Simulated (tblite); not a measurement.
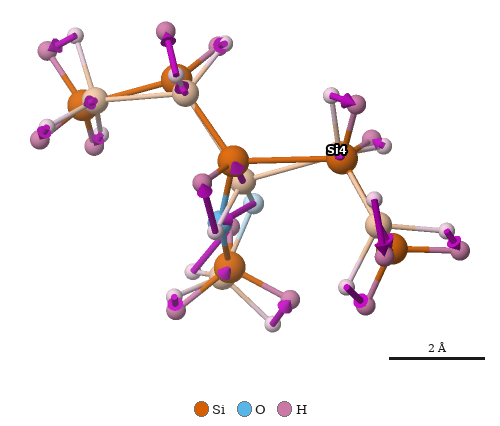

This is a relaxation of Si6H14O. The starting structure is drawn faded, the final one solid; purple arrows show the displacements, at their true length. The two geometries are superimposed by the best rigid fit.

A ball-and-stick model, seen at a tilt.

The calculation used GFN2-xTB geometry optimisation, gas phase in tblite. 

**What did the optimiser do to the structure, and how much energy did it gain?**

The largest move after the best rigid fit is that of the O atom, 1.59 Å. Largest moves by element: O 1.59 Å, H 1.56 Å, Si 0.84 Å. Some distances before and after: Si–Si 2.853 → 3.183 Å, O–Si 1.709 → 1.608 Å, Si–Si 2.221 → 2.320 Å, O–Si 1.720 → 1.648 Å. Among the angles between lasting bonds that change: Si–O–Si 112.6° → 155.7°, Si–Si–Si 106.0° → 123.2°, O–Si–H 111.5° → 99.6°. Groups turn about O–Si by about 175°, O–Si by about 170°, Si–Si by about 45°. After 180 geometry steps the energy has fallen by 113.3 kJ/mol.
